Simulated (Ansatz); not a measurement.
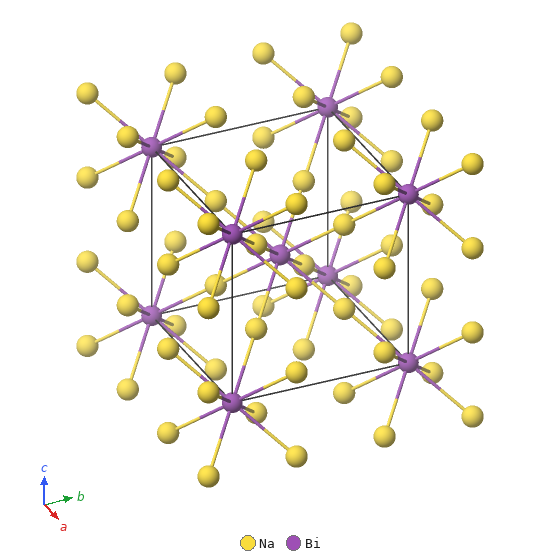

Na₄Bi (space group Im-3m, No. 229). Coordinates: the geometry relaxed with Ansatz, DFT PBE, scalar-relativistic, plane waves, PAW; the starting structure was generated, so it need not be a known form of this composition.

Bonds are taken as Bi–Na below 3.6 Å. The graph is simplified in the usual way: terminal and isolated atoms are pruned, two-connected atoms become edges.

Q: What kind of net remains, and which atoms are its nodes?

A: A uninodal 8-connected, three-periodic net: Bi is an 8-connected node. Na becomes part of the edges.

Q: Which named net is it?

A: It is the bcu net, known from CsCl and the body-centred cubic metals.

Q: Is the net interpenetrated?

A: It is a single net, without interpenetration.

Q: How many nodes does the smallest cycle have?

A: Four.

Q: Give the first four terms of the coordination sequence (nodes one, two, three … edges away).

A: Bi: 8, 26, 56, 98.

The simplified net, drawn on the atoms' positions. Nodes are coloured by element. Edges to nodes outside the piece are drawn as stubs.

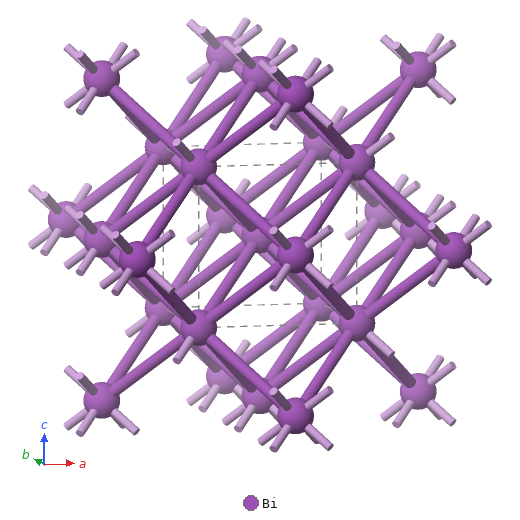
